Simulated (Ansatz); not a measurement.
CH$_{5}$ClInN (SMILES C[NH][InH][Cl])

Input file:

```
crystal:
  periodic: [false, false, false]
  atoms:
    - {symbol: C, position_ang: [0.674218, 0.508034, -1.025377]}
    - {symbol: N, position_ang: [0.658102, -0.131229, 0.270691]}
    - {symbol: In, position_ang: [-0.947045, -0.653778, 1.321458]}
    - {symbol: Cl, position_ang: [-2.862209, -0.068501, 0.109856]}
    - {symbol: H, position_ang: [1.180302, -0.103758, -1.782617]}
    - {symbol: H, position_ang: [-0.347924, 0.672808, -1.371900]}
    - {symbol: H, position_ang: [1.170641, 1.486140, -0.997919]}
    - {symbol: H, position_ang: [1.576195, -0.310832, 0.643631]}
    - {symbol: H, position_ang: [-1.102282, -1.398894, 2.832177]}
basis:
  gaussian: {orbitals: def2-TZVPP}
hamiltonian: {xc: pbe0, dispersion: d4}
output: {orbitals: {seedname: orbitals}}
```

Launched as:

```sh
ansatz run in.yaml --threads 4 --pin off --events-out ev --progress --plain --max-ram 10444MiB
```

Geometry: PBE0-D4/def2-TZVP; core potentials replace the inner electrons of In.

Theory: Ansatz, RKS PBE0-D4/def2-TZVPP.

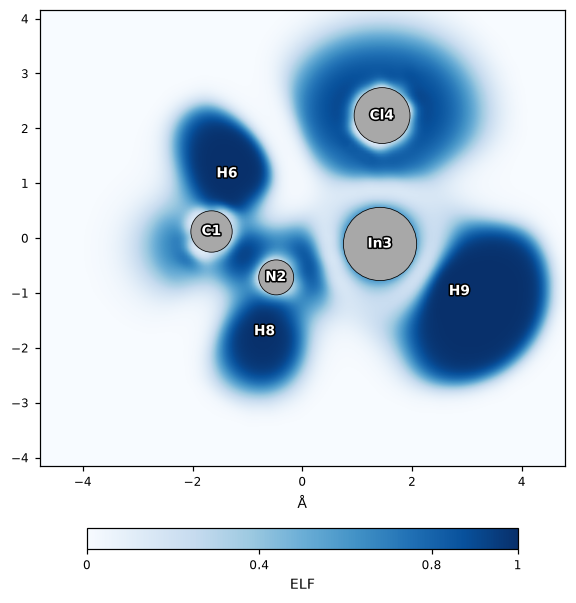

Figure 1. ELF on the plane of atoms N2, C1 and H6. Grey discs cover the atomic cores.

Q: Interpret the plot.

A: Atoms in the plane: C, N, In, Cl and H.
C–N (1.45 Å): the ELF peaks at about 0.90 between the atoms: a covalent bond.
In–N (1.99 Å): the ELF peaks at about 0.85 in the valence shell of N, 0.6 Å from its nucleus, and drops to about 0.15 between the two atoms.
In–Cl (2.34 Å): the ELF peaks at about 0.80 in the valence shell of Cl, 0.8 Å from its nucleus, and drops to about 0.15 between the two atoms.
N–H (1.01 Å): the ELF climbs to about 1 towards the hydrogen, as it does in any bond to H: an ordinary covalent bond to hydrogen.
C–H (1.09 Å): the ELF climbs to about 1 towards the hydrogen; a covalent bond by its length.
The ELF also peaks beside Cl4, away from the bonds: lone-pair regions.

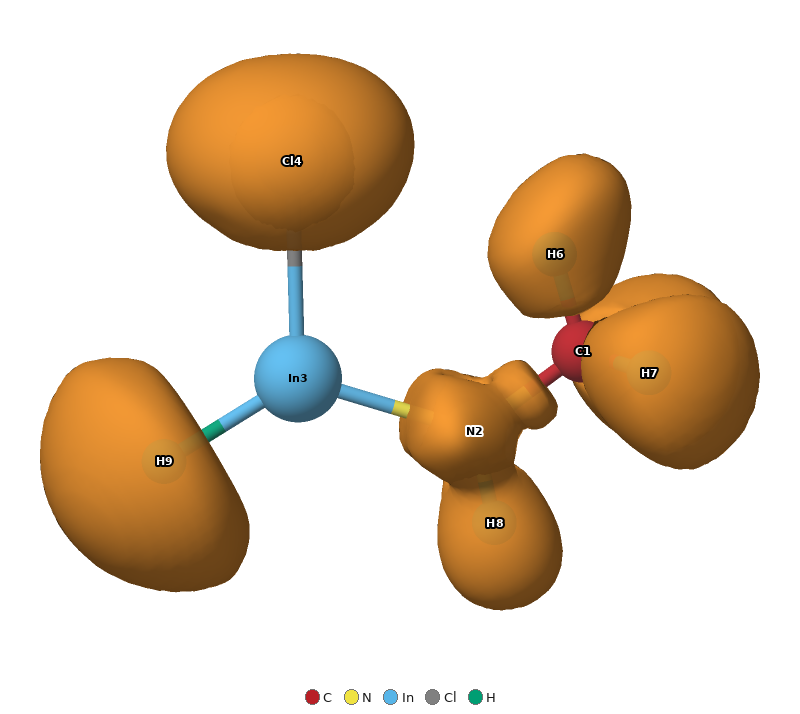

Figure 2. Isosurface of the ELF at 0.75 (orange), seen across its widest extent. Only the valence region is drawn (cores and ρ < 0.01 e/Å³ removed).

Q: Describe the localisation domains.

A: The ELF exceeds this value in four regions around hydrogen nuclei, one region wrapped around Cl (its valence shell) and one joined region spread over several atoms (H, N), in which their bonds and any lone pairs are merged.

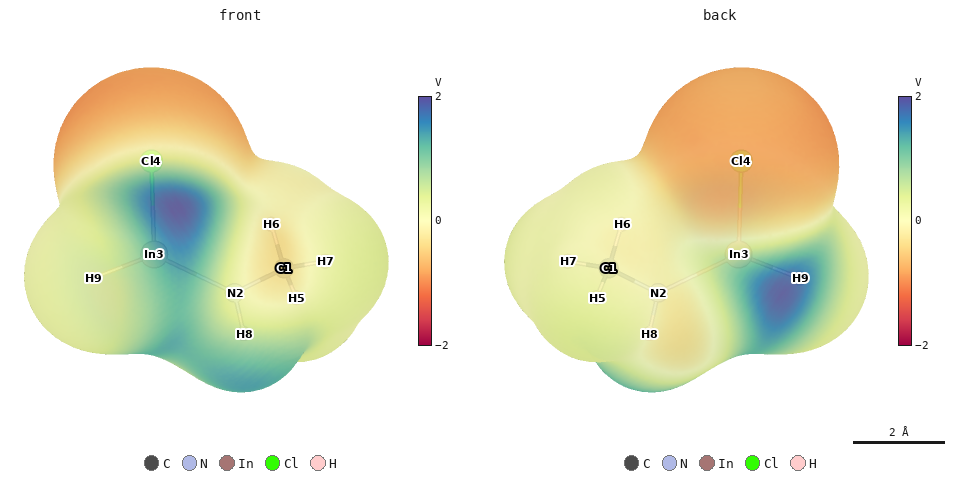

Figure 3. The molecular electrostatic potential painted on the density surface at 0.001 e/bohr³, seen from the front and from behind; the colour scale runs from red (negative) to blue (positive).

Q: Describe the electrostatic potential map.

A: The most negative region (about −0.9 V) lies over Cl4, the most positive (about +1.9 V) over In3.
